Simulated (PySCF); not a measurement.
# Ru(OH)₂: quintet, from a linear start

Where does quintet Ru(OH)₂ go from a linear start, is the end point a minimum, and what are its modes, charges and moments?

Method: PBE0, basis Ru def2-TZVP with ECP28, O def2-TZVP, H def2-TZVP, scalar-relativistic core potentials, no spin–orbit coupling, density fitting; program: PySCF 2.14.0.

## Step 1: Where the work starts

5 atoms, charge 0, spin multiplicity 5.

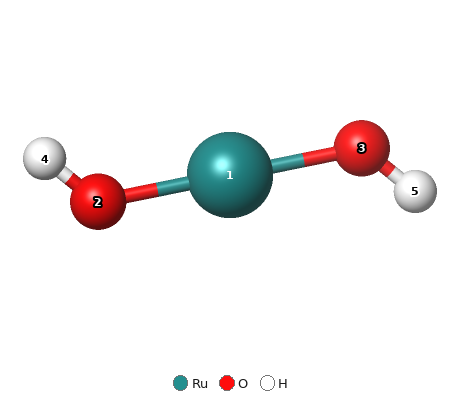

Start geometry, drawn with ruthenium teal, oxygen red, hydrogen white; atoms are numbered from 1 in the order of the file.

```xyz
5
charge 0 multiplicity 5
Ru    0.0000    0.0000    0.0000
O     0.0000    0.0000    1.8800
O     0.0000    0.0000   -1.8800
H    -0.7354    0.0000    2.4971
H     0.7354    0.0000   -2.4971
```

## Step 2: The SCF at the typed geometry

One driver script runs all steps and calls PySCF; scf.py shows how it sets up the SCF of each step. The optimiser is the driver's own. After this first run the driver tries any further starts and a stability analysis.

scf.py reads:

```python
from pyscf import gto, scf, dft
mol = gto.M(atom='''
Ru     0.000000     0.000000     0.000000
O      0.000000     0.000000     1.880000
O      0.000000     0.000000    -1.880000
H     -0.735400     0.000000     2.497100
H      0.735400     0.000000    -2.497100''',
    basis={'Ru': 'def2-TZVP', 'O': 'def2-TZVP', 'H': 'def2-TZVP'},
    ecp={'Ru': 'def2-TZVP'},
    charge=0, spin=4)
mf = dft.UKS(mol, xc='PBE0')
mf.grids.atom_grid = (50, 194)
aux = {'Ru': 'def2-universal-JKFIT', 'O': 'def2-universal-JKFIT', 'H': 'def2-universal-JKFIT'}
mf = mf.density_fit(auxbasis=aux)
mf.conv_tol = 1e-08
mf.diis_space = 10
mf.max_cycle = 60
mf.init_guess = 'minao'
mf.verbose = 4
mf.kernel()
```

The run is started by

```console
$ OMP_NUM_THREADS=4 python axn.py task.json out
```

The runs that follow: Relaxing the quintet from the linear start; Is it a minimum? Harmonic modes; Downhill along the imaginary mode; Vibrations and properties at this point.

**Question.** What will these runs give? Wanted: minimum; geometry; wavenumbers; dipole moment; highest occupied, lowest empty level; polar-tensor charge of Ru1; zero-point energy; atomisation energy; ⟨S²⟩.

As calculated:

| quantity | value |
| --- | --- |
| minimum | quintet, C2 |
| geometry | O–H 0.958 Å (×2), Ru–O 1.897 Å (×2); H–O–Ru 126.1° (×2), O–Ru–O 178.6° |
| wavenumbers (cm⁻¹) | 125 (a), 133 (b), 223 (a), 546 (b), 582 (a), 646 (a), 679 (b), 3908 (b), 3909 (a) |
| dipole moment | 1.91 D |
| highest occupied, lowest empty level (either spin) | -6.82, -3.01 eV |
| polar-tensor charge of Ru1 | +1.20 e |
| zero-point energy | 64.3 kJ/mol |
| entropy at 298.15 K | 307.2 J/(mol K) |
| atomisation energy (no zero-point energy) | 1573 kJ/mol |
| ⟨S²⟩ | 6.007 |

**Reading.** From C2h at the start the molecule goes to a C2 minimum, after a stop at a saddle point 4.1 kJ/mol higher, from which it was pushed off along an imaginary mode. In the infrared the band at 546 cm⁻¹ (b) leads. Most of the spin sits on Ru1 (Mulliken spin 3.61, against 4 for the whole molecule). Other starts or spin states, not run here, may lie lower. Open d and f shells are described by one determinant, and the ground state may have another occupation or spin.
